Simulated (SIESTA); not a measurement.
Band structure of Rh (Fm-3m, 1 atom in the cell).

```
CELL_PARAMETERS angstrom
      0.00000     1.85960     1.85960
      1.85960     0.00000     1.85960
      1.85960     1.85960     0.00000
ATOMIC_POSITIONS crystal
  Rh 0.00000 0.00000 0.00000
```

Level of theory: GGA PBE, numerical atomic orbitals DZP, PseudoDojo PBE standard norm-conserving potentials (rewritten from UPF to PSML) run with SIESTA 5.4.2.

Settings: XC.functional = GGA; XC.authors = PBE; potentials = PseudoDojo PBE standard; PAO.BasisSize = DZP; PAO.EnergyShift = 0.005 Ry; MeshCutoff = 300 Ry; kgrid.MonkhorstPack = 12 12 12; OccupationFunction = MP; OccupationMPOrder = 0; ElectronicTemperature = 200 meV; MaxSCFIterations = 150; SCF.Mixer.Method = Pulay; SCF.Mixer.Weight = 0.2; SCF.Mixer.History = 6.

The starting cell comes from a database of computed structures (which also holds hypothetical and non-ambient phases and stackings), without a prior relaxation at this level. Its lattice was rescaled by a random factor within 2.5 % of one. Spin polarisation is off. Values carry the incompleteness of an atom-centred basis.

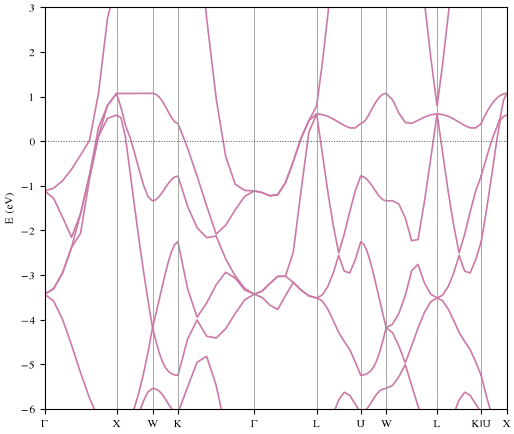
Figure. Bands along the path, energies from the Fermi level.

Levels in eV from the Fermi level, bands 5 to 10:
```tsv
point	5	6	7	8	9	10
Γ	-8.39	-3.43	-3.43	-3.43	-1.11	-1.11
X	-6.95	-6.59	0.58	1.07	1.07	3.57
W	-5.54	-4.18	-4.18	-1.34	1.07	10.50
K	-6.08	-5.25	-2.25	-0.78	0.40	8.53
L	-6.68	-3.51	-3.51	0.61	0.61	0.79
U	-6.08	-5.25	-2.25	-0.78	0.40	8.53
```

Bands cross the Fermi level along this path, so the cell is metallic at this level.

Higher empty bands are left out: an atom-centred basis made for the valence describes them poorly.
